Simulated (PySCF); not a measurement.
**GeBr: from the state search to spectroscopic constants**

What are the lowest state that PBE0 finds, the bond length, vibrational wavenumber and bond energy of GeBr, and how much do these hang on the method?

Computed with PySCF 2.14.0. Level: Ge cc-pVDZ-PP with ECP10, Br cc-pVDZ-PP with ECP10, scalar-relativistic core potentials.

## (1) The job

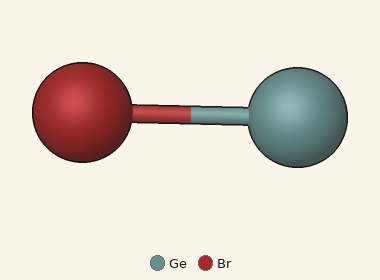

The two atoms at the starting distance (germanium teal, bromine red).

Settings of the job:

```yaml
atoms: Ge, Br
charge: 0
basis: Ge cc-pVDZ-PP with ECP10, Br cc-pVDZ-PP with ECP10
Hamiltonian: scalar-relativistic core potentials
basis_functions: 46
electrons_treated: 47
masses_in_u: 73.9212, 78.9183
levels: PBE0, PBE, r²SCAN, B3LYP, BLYP, TPSSh, CAM-B3LYP, HF, MP2, SCS-MP2, CCSD, CCSD(T)
grid: 80 radial by 434 angular points
occupations: held fixed by the projection of orbital angular momentum
dissociation_limit: Ge + Br, each in its ground configuration
starting_distance_in_angstrom: 2.275
values_of_2S_to_try: 1, 3
```

On the command line:

```
OMP_NUM_THREADS=1 python dia.py task.json out
```

After this run come: First curve: PBE0; Excited determinants; PBE; r²SCAN; B3LYP (global hybrid GGA); BLYP (GGA); TPSSh (hybrid meta-GGA); CAM-B3LYP; UHF (mean field); Adding correlation.

**Question.** What will these runs give? Wanted: for each run, Re; ωe; De; μ.

As calculated:

Lowest PBE0 solution found, without spin–orbit coupling: ²Π (doublet), unpaired electrons π ↑. State 2 has its PBE0 minimum 3.28 eV higher. The other levels ran on the lowest alone.

```tsv
level	Re (Å)	ωe (cm⁻¹)	De (eV)	μ (D)
UHF	2.361	285.1	2.23	-2.49
UHF-MP2	2.340	299.0	3.25	n/a
UHF-SCS-MP2	2.349	293.7	3.14	n/a
UHF-CCSD	2.350	293.3	3.05	n/a
UHF-CCSD(T)	2.352	292.1	3.15	n/a
PBE	2.365	281.8	3.78	-1.61
BLYP	2.395	268.7	3.63	-1.74
r²SCAN	2.341	291.9	3.70	-1.63
TPSSh	2.352	286.5	3.64	-1.75
B3LYP	2.369	280.3	3.54	-1.89
PBE0	2.343	292.5	3.59	-1.81
CAM-B3LYP	2.345	291.6	3.46	-1.94
```

De is counted to Ge + Br in their ground configurations. A positive dipole means Ge(−)Br(+).

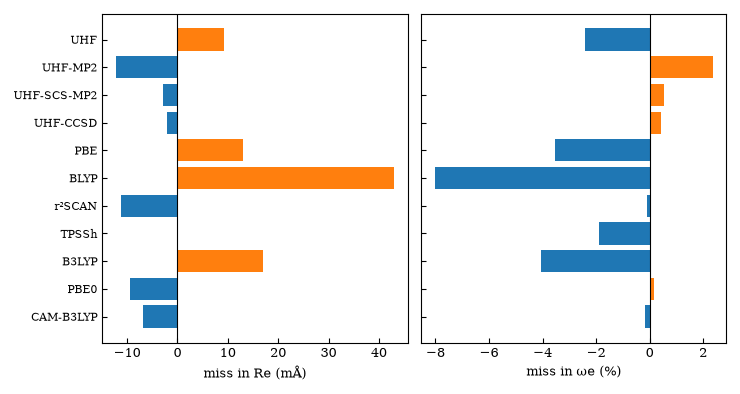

Differences in bond length and wavenumber from CCSD(T) in the same basis.

**Reading.** Judged by CCSD(T) in the same basis: best bond length TPSSh (0 mÅ), worst BLYP (+43 mÅ); best wavenumber r²SCAN (-0.1 %), worst BLYP (-8.0 %). CCSD(T) in a basis this small is itself some way from its limit, more so than the functionals. Of the levels with a De here, UHF gives the least (2.23 eV) and PBE the most (3.78 eV).

Correlated steps freeze 8 core orbitals.
